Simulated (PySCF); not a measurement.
Excited-state calculation, with input and output: C7H8Se

C7H8Se, computed with TDDFT CAM-B3LYP/def2-SVPD, vertical, IEF-PCM dichloromethane (non-equilibrium linear response), core orbitals frozen in the response (PySCF 2.14.0).

The geometry comes from this level: PBE0-D3(BJ)/def2-SVP. It belongs to a series of runs on one base structure; here: solvent dichloromethane.

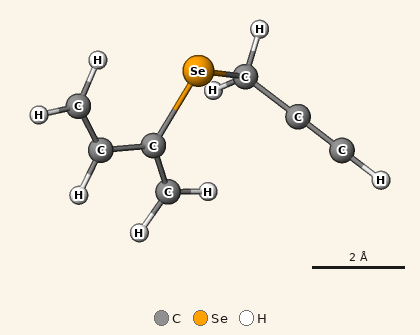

Fig. 1: The structure (ball-and-stick view, seen at a tilt).

### Summary

| quantity | value |
| --- | --- |
| outcome | converged |
| total energy | −2672.475369 hartree |
| HOMO | −7.55 eV |
| LUMO | −0.01 eV |
| dipole moment | 1.28 D |
| mean polarisability | 153.83 a.u. |
| lowest excitation | 4.75 eV |
| hardware | 1 CPU thread, shared host |
| wall time | 1.8 min |
| peak memory | 1.2 GiB |

### Notes

Spin–orbit coupling is left out, which matters for the heavy atoms.

### The input
```
{"job": {"kind": "uv", "xc": "CAM-B3LYP", "basis": "def2-SVPD", "solvent": "dichloromethane", "nstates": 6, "ntriplets": 0}, "charge": 0, "multiplicity": 1}
C     -3.421651     0.208826    -0.225581
C     -2.583137    -0.152261     0.570434
C     -1.575500    -0.581066     1.517692
Se    -0.053772     0.638006     1.715492
C      0.931912     0.166435     0.147311
C      0.411099    -0.518581    -0.885232
C      2.323415     0.623204     0.124107
C      2.993657     1.219297     1.117436
H     -4.165994     0.532195    -0.929329
H     -1.170372    -1.571733     1.258733
H     -1.999953    -0.649733     2.531354
H     -0.631484    -0.835330    -0.936554
H      1.050164    -0.762058    -1.739268
H      2.835094     0.445781    -0.829172
H      2.541783     1.409517     2.095637
H      4.031999     1.530609     0.983991
```

The first line tells a small driver script what to run in PySCF; the rest is the geometry in Å.

Command:
```bash
OMP_NUM_THREADS=1 python <driver script> task.json out
```

### Output
```
coarse grid: 63368 points
cycle   1  E = -2672.4370146826  dE =  1.328e-01  |g| = 3.695e-01  |ddm| = 9.181e+00
cycle   2  E = -2672.4557834612  dE = -1.877e-02  |g| = 2.889e-01  |ddm| = 1.631e+00
cycle   3  E = -2672.4736682597  dE = -1.788e-02  |g| = 7.887e-02  |ddm| = 6.855e-01
cycle   4  E = -2672.4750119713  dE = -1.344e-03  |g| = 3.808e-02  |ddm| = 1.741e-01
cycle   5  E = -2672.4753610139  dE = -3.490e-04  |g| = 7.982e-03  |ddm| = 9.964e-02
cycle   6  E = -2672.4753763426  dE = -1.533e-05  |g| = 2.727e-03  |ddm| = 2.313e-02
cycle   7  E = -2672.4753785080  dE = -2.165e-06  |g| = 8.516e-04  |ddm| = 6.801e-03
final grid: 134512 points
cycle   8  E = -2672.4753690529  dE = -9.296e-08  |g| = 1.035e-03  |ddm| = 1.034e-02
cycle   9  E = -2672.4753688454  dE =  2.075e-07  |g| = 1.412e-03  |ddm| = 4.091e-03
cycle  10  E = -2672.4753693391  dE = -4.936e-07  |g| = 9.061e-05  |ddm| = 2.267e-03
cycle  11  E = -2672.4753693413  dE = -2.254e-09  |g| = 3.719e-05  |ddm| = 2.059e-04
cycle  12  E = -2672.4753693420  dE = -6.826e-10  |g| = 2.018e-05  |ddm| = 1.349e-04
```

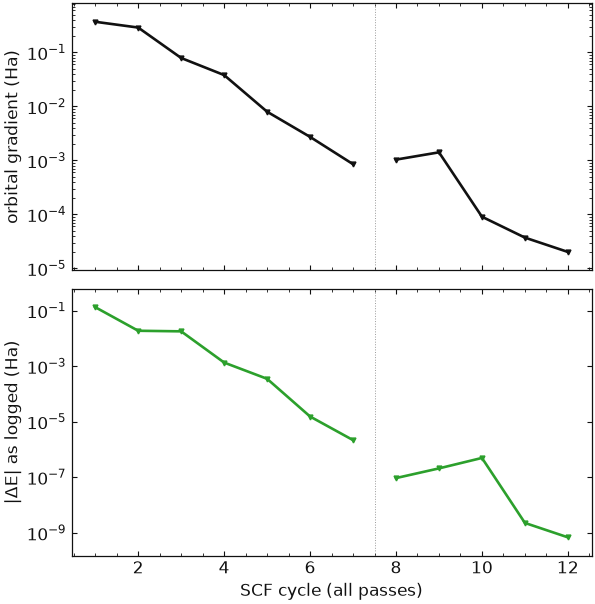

Fig. 2: Convergence of the self-consistent field: orbital gradient and size of the energy change against the SCF cycle. The dotted line marks the change from a coarse to the final integration grid. The first 7 cycles use a coarse grid, the final grid takes over at cycle 8, and the field converges after 12 cycles in all.

```
converged SCF energy = -2672.4753693420

Static polarisability (au): isotropic 153.835, principal 110.531 146.043 204.930

Singlet excitations
state   eV       nm        f      main configurations
  1   4.7497    261.0   0.10165   H->L 0.67, H->L+1 0.23
  2   4.8472    255.8   0.05144   H->L+1 0.56, H->L 0.28
  3   5.6260    220.4   0.02051   H->L+2 0.78
  4   5.7404    216.0   0.44026   H-1->L 0.92
  5   6.1735    200.8   0.00396   H-3->L+1 0.41, H-1->L+1 0.09
  6   6.2456    198.5   0.01763   H->L+3 0.69
```

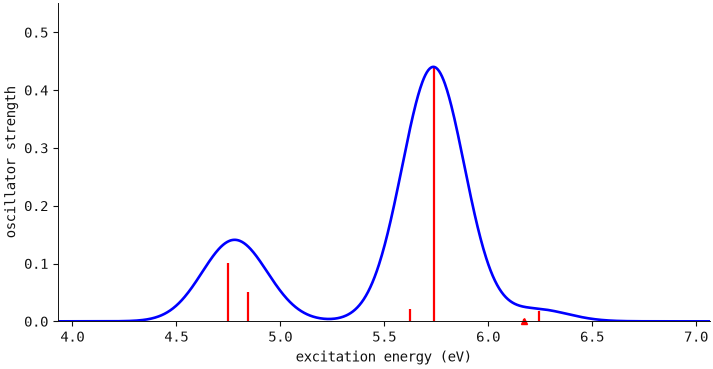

Fig. 3: Computed excitations as sticks (degenerate states added up, dark ones marked on the axis), with a Gaussian envelope of 0.35 eV full width at half maximum, scaled to the tallest. Of the 6 states the lowest lies at 4.75 eV (f = 0.102); the strongest line is at 5.74 eV, or 216 nm (f = 0.440).

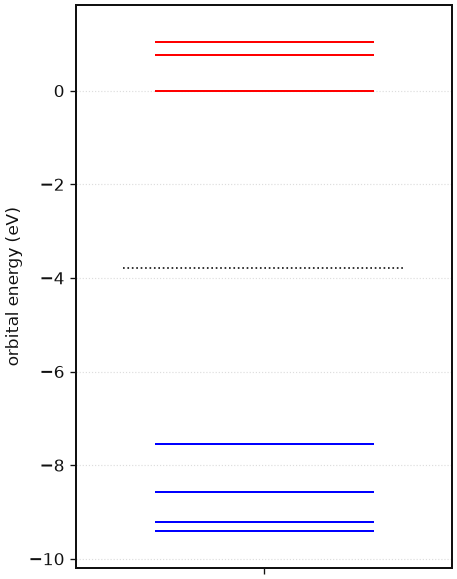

Fig. 4: Orbital energies near the frontier; the dotted line parts filled from empty levels, and levels within 0.02 eV of each other stand side by side. Highest filled −7.55 eV, lowest empty −0.01 eV, 7.54 eV apart.
